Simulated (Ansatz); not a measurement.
# HF/3-21G run of CH3BCl2O (methoxydichloroborane)

Aim: the vertical ionisation energy of CH3BCl2O (methoxydichloroborane) at HF/3-21G, from 2 runs. 

Program for the calculation: Ansatz 0.2.0.

108 further runs of the same task are left out: 108 set aside as unsound or not needed.

### Step 1. The molecule

CH3BCl2O has 8 atoms, charge 0, and is taken as a singlet. As SMILES, `COB(Cl)Cl`. Geometry: relaxed at PBE0-D4/def2-TZVP.

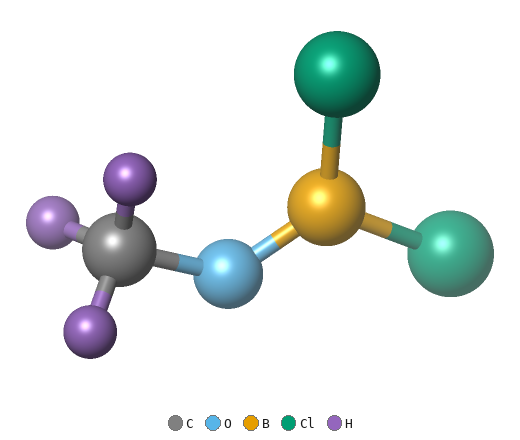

Viewed from a chosen angle; carbon grey, oxygen blue, boron amber, chlorine teal, hydrogen purple.

### Step 2. The energy at HF/3-21G

File run.yaml:

```yaml
crystal:
  periodic: [false, false, false]
  atoms:
    - {symbol: C, position_ang: [-0.173000, -0.644100, 0.940400]}
    - {symbol: O, position_ang: [0.000100, -0.547100, -0.462300]}
    - {symbol: B, position_ang: [0.213000, 0.573500, -1.147500]}
    - {symbol: Cl, position_ang: [0.382900, 0.455700, -2.887600]}
    - {symbol: Cl, position_ang: [0.331800, 2.160700, -0.389600]}
    - {symbol: H, position_ang: [0.452100, -1.462400, 1.297300]}
    - {symbol: H, position_ang: [0.104200, 0.282000, 1.445200]}
    - {symbol: H, position_ang: [-1.218800, -0.875400, 1.148200]}
basis:
  gaussian:
    orbitals: 3-21G.json
output: {orbitals: {seedname: orbitals}}
accuracy: high
hamiltonian:
  xc: hf
total_charge: 0
```

The basis set 3-21G is read from a file made from the Basis Set Exchange's data (not shown).

Started as:

```bash
$ ansatz run run.yaml --threads 1 --pin off --max-ram 3480MiB --events-out events.jsonl --progress --plain --runs-dir runs
```

Output:

```text
Warning: RAYON_NUM_THREADS=1 ignored (pool sized by the plan → 1); use --threads N
Functional definition: HF
  name "HF"
  exchange = exact_x
  correlation = 0
1351 factors; integrals over basis functions are off by at most 7.1e-9 eV
mean field evaluation 1: about -28654.2343 eV, gradient 2.7e1 eV
mean field evaluation 2: about -28654.5503 eV, gradient 2.7e1 eV
mean field evaluation 4: about -28656.4817 eV, gradient 2.7e0 eV
mean field evaluation 8: about -28656.5092 eV, gradient 1.3e-1 eV
mean field evaluation 16: about -28656.5093 eV, gradient 2.9e-8 eV
mean field -28656.50932664 eV, -1053.1072936744 hartree, gradient 2.9e-8 eV, S^2 0.000000; 0 other end points of the search recorded, 0 dependent functions left out
reference -28656.50932664 eV, -1053.1072936744 hartree; 28, 28 occupied and 31, 31 virtual orbitals, 1351 factors
Total energy: -28656.50932664 eV, -1053.1072936744 hartree
```

Run time: 1.1 s. Hardware: 1 thread of Arm Neoverse V1, shared host; peak memory 0.14 GiB.

### Step 3. The doublet cation

File job.yaml:

```yaml
crystal:
  periodic: [false, false, false]
  atoms:
    - symbol: C
      position_ang: [-0.173000, -0.644100, 0.940400]
    - symbol: O
      position_ang: [0.000100, -0.547100, -0.462300]
    - symbol: B
      position_ang: [0.213000, 0.573500, -1.147500]
    - symbol: Cl
      position_ang: [0.382900, 0.455700, -2.887600]
    - symbol: Cl
      position_ang: [0.331800, 2.160700, -0.389600]
    - symbol: H
      position_ang: [0.452100, -1.462400, 1.297300]
    - symbol: H
      position_ang: [0.104200, 0.282000, 1.445200]
    - symbol: H
      position_ang: [-1.218800, -0.875400, 1.148200]
basis:
  gaussian: {orbitals: 3-21G.json}
total_charge: 1
magnetization: {spin_polarized: true, initial_magnetization: 1}
hamiltonian: {xc: hf}
accuracy: high
output: {orbitals: {seedname: orbitals}}
```

The basis set 3-21G is read from a file made from the Basis Set Exchange's data (not shown).

Started as:

```bash
$ ansatz run job.yaml --threads 1 --pin off --max-ram 3480MiB --events-out events.jsonl --progress --plain --runs-dir runs
```

Output, cut to the lines that bear on the results:

```text
Warning: RAYON_NUM_THREADS=1 ignored (pool sized by the plan → 1); use --threads N
[... 2 set-up lines as earlier in the session ...]
[...]
1350 factors; integrals over basis functions are off by at most 7.1e-9 eV
[...]
mean field -28645.36236858 eV, -1052.6976505214 hartree, gradient 2.7e-8 eV, S^2 0.753318; 5 other end points of the search recorded, 0 dependent functions left out
reference -28645.36236858 eV, -1052.6976505214 hartree; 28, 27 occupied and 31, 32 virtual orbitals, 1350 factors
Total energy: -28645.36236858 eV, -1052.6976505214 hartree
```

Wall time 9 s (1 thread of Arm Neoverse V1, shared host); peak memory 0.25 GiB.

### Step 4. Results

At HF/3-21G:

| quantity | value |
| --- | --- |
| singlet CH3BCl2O: total energy | -1053.10729 Eh |
| singlet CH3BCl2O: HOMO energy | -12.43 eV |
| singlet CH3BCl2O: LUMO energy | 3.68 eV |
| singlet CH3BCl2O: HOMO–LUMO gap | 16.11 eV |
| doublet cation: total energy | -1052.69765 Eh |
| doublet cation: HOMO energy (highest over α and β) | -18.11 eV |
| doublet cation: LUMO energy (lowest over α and β) | -9.76 eV |
| doublet cation: ⟨S²⟩ | 0.753 |
| vertical ionisation energy (to the doublet cation) | 11.147 eV |

Removing an electron at fixed nuclei costs 11.15 eV (1076 kJ/mol). The negative HOMO energy of the first species, 12.43 eV, lies 1.28 eV above that difference.
